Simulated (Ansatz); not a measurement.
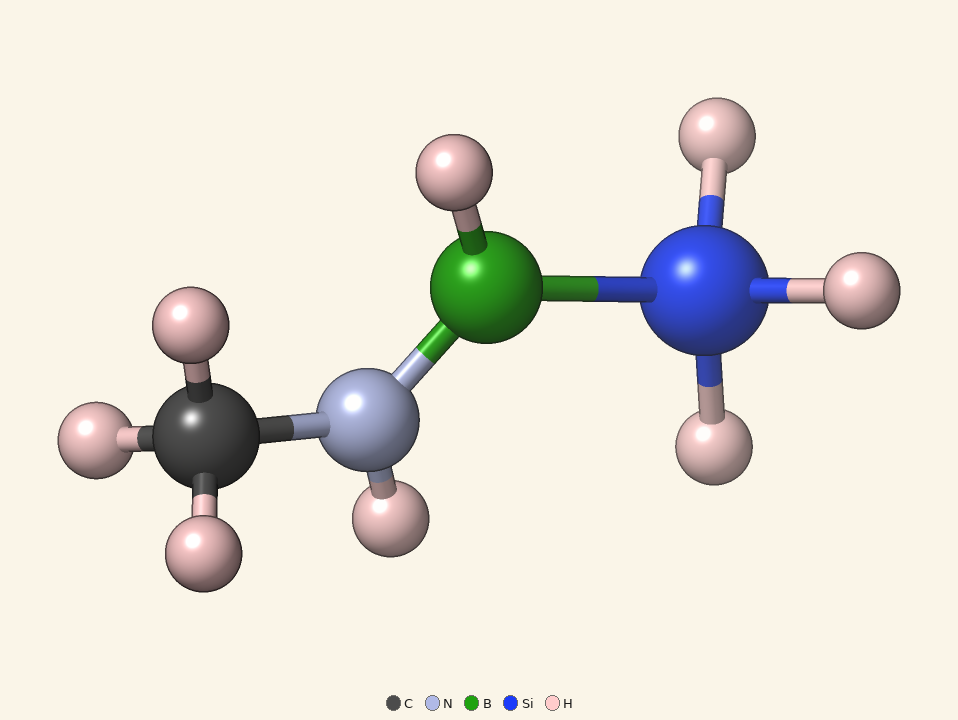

The computed structure is the end point of a PBE0-D4/def2-TZVP optimisation.

Draw it as a skeletal formula.

SMILES: CNB[SiH3]

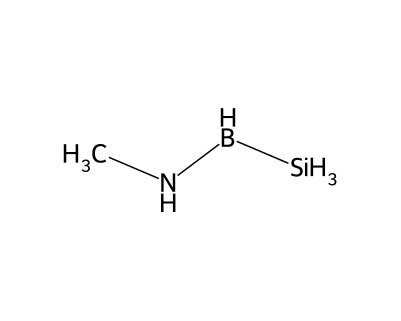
